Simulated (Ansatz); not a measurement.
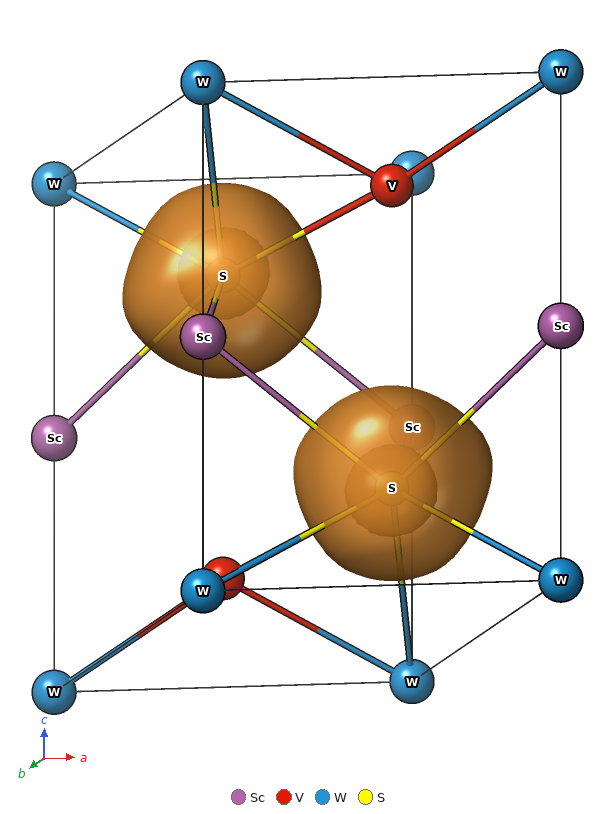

The picture shows: ScV2WS2. Isosurface of the ELF at 0.65 (orange), seen at an oblique angle. Only the valence region is drawn (cores and ρ < 0.01 e/Å³ removed). Sticks mark near contacts.

Space group P-3m1; a structure generated by program, which may or may not match a known phase; computed without spin polarisation.

These are results of DFT PBE, scalar-relativistic, plane waves, PAW in Ansatz, not measurements.

Describe the localisation domains.

Answer. The surface consists of two regions wrapped around S (the valence shell of each), counted in one cell of 6 atoms. Any copies at cell faces, edges or corners count once. Along the contacts the grid gives the following. V–S (2.46 Å): the ELF peaks at about 0.80 in the valence shell of S, 0.8 Å from its nucleus, and is about 0.30 at the midpoint. V–W (2.55 Å): the ELF is about 0.40 at the midpoint.
